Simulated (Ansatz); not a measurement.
C (graphite type, space group P6_3/mmc)

```
C
1.0
    2.45522     0.00000     0.00000
   -1.22761     2.12628     0.00000
    0.00000     0.00000     6.67049
C
4
Direct
  0.00000   0.00000   0.25000
  0.00000   0.00000   0.75000
  0.33333   0.66667   0.25000
  0.66667   0.33333   0.75000
```

In each cell atom 2 (C, nearest neighbour C at 1.418 Å; its periodic images, 2.5 Å or more away, move with it) moves by s·(-0.866, 0.500, 0.000) (towards the nearest neighbour), the rest being held.

The numbers are results of r2SCAN+rVV10 (plane waves to 500 eV, PAW, scalar-relativistic; Ansatz, a first-principles code), not measurements. k mesh 12×12×4 (Γ-centred), Fermi-Dirac smearing 0.05 eV. The energy includes the smearing's −TS. Left out: 1 of 11 points, with atoms too close for the PAW data. With partly filled bands, energies and forces of such displacements shift with the k mesh and the smearing. F∥ is the force on the atom along that direction. C was relaxed with its symmetry unable to fall. The PAW data are Ansatz's earlier set. ΔE is measured from the undisplaced structure.

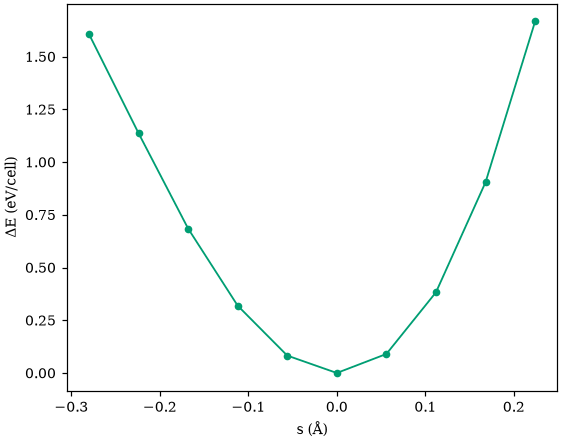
Fig. 1. ΔE (eV/cell) against s (Å); computed points joined by lines.

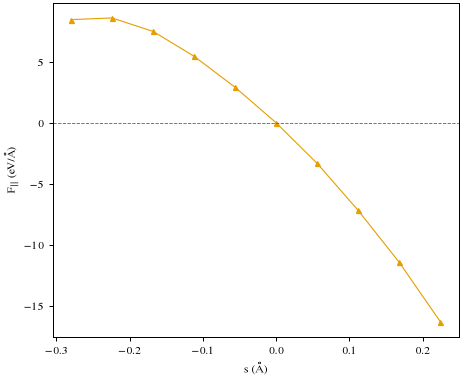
F∥ (eV/Å) against s (Å); one marker a computed point.

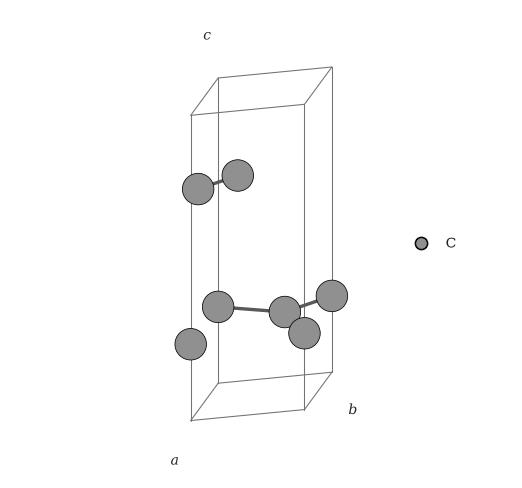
Figure: The cell of the calculation at s = 0.224 Å.

The energy at s = 0.224 Å is 1666 meV/cell and the force constant k = d²E/ds² at s = 0 (finite differences) is 55.5 eV/Å². Harmonic estimate at the end of the scan: ½ks² = 1392 meV/cell against the computed 1666 meV/cell, so the well is stiffer than harmonic there. Shape of the curve: a single well with its minimum at or next to zero displacement. Symmetry of the curve: not even: the positive side lies higher at ±0.224 Å.

The forces along the line at the two nearest points give (2.912 − (-3.330)) / (2·0.056) = 55.73 eV/Å²; the next pair corrects for the finite step.

(For displaced atoms, the force is minus the slope of the energy, and its curvature is a force constant, which sets phonon frequencies.)
